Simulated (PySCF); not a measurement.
Molecule: SMILES C#C[SiH2]SC (C3H6SSi). Atoms near the plane z = 0.0 Å, at the GFN2-xTB optimised geometry (x, y, z in Å): Si3 (1.5, -0.4, 0.0), S4 (-0.6, -0.4, 0.0), C5 (-0.9, 1.4, 0.0), H7 (1.9, -1.8, 0.1), H9 (-2.0, 1.5, 0.0), H10 (-0.5, 1.8, -0.9), H11 (-0.5, 1.8, 0.9).

Calculation: PBE/def2-TZVP (PySCF). Cells within 0.4 Å of a nucleus heavier than hydrogen are left out (blank, or x). The values are rescaled to run from 0 to 1.

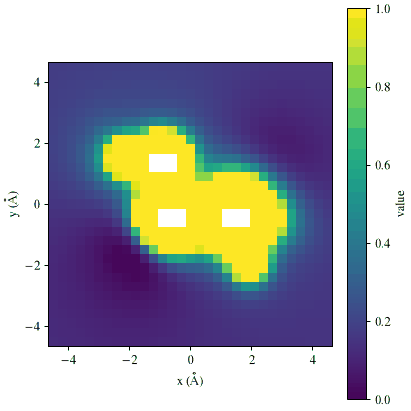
a field on the plane z = 0.0 Å.

Q: Which quantity is mapped?
(A) Laplacian of the electron density
(B) log10 of the electron density
(C) deformation density (molecule minus spherical neutral atoms)
(D) electrostatic potential

A: D, electrostatic potential. In full: electrostatic potential (hartree/e), clipped to [-0.08, 0.12].
